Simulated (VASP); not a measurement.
Band structure of BiP (space group Pm-3m). Level of theory: PBE GGA, VASP's PBE PAW potentials (set 64) (plane waves; VASP).

Unless said otherwise, spin-orbit coupling is left out, though it shifts the bands of the heavy elements here.

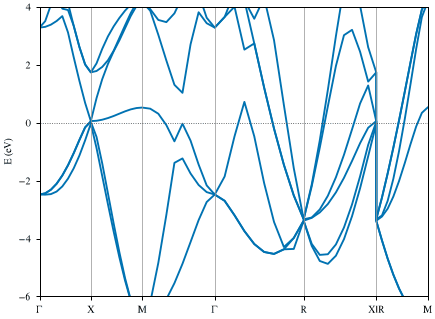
Figure: Bands along high-symmetry lines, zero at the valence-band maximum or, without a gap, the Fermi level

Q: Read the plot: is there a gap, and where are the band edges?

A: It has no gap at this level: it comes out as a metal or semimetal.

The structure was generated: BiP was put into an ordered model structure, which need not be its known phase. The cell was not relaxed at this level. The k-mesh is coarse (spacing up to 0.37 per Å, 2π included), so the numbers may not be converged in it.
